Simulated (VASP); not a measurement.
Band structure of Hf (hcp). All values below come from PW91 GGA, VASP's PBE PAW potentials (set 64) (plane waves; VASP).

Unless said otherwise, spin-orbit coupling is left out, though it shifts the bands of the heavy elements here.

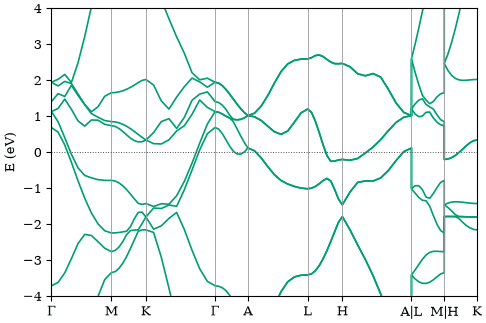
Fig. 1. Bands along high-symmetry lines, zero at the valence-band maximum or, without a gap, the Fermi level

Task: Read the plot: is there a gap, and where are the band edges?

Result: It has no gap at this level: it comes out as a metal or semimetal. (Edges off the drawn lines would not show.)

The compound is Hf in the hcp structure. It was relaxed first.
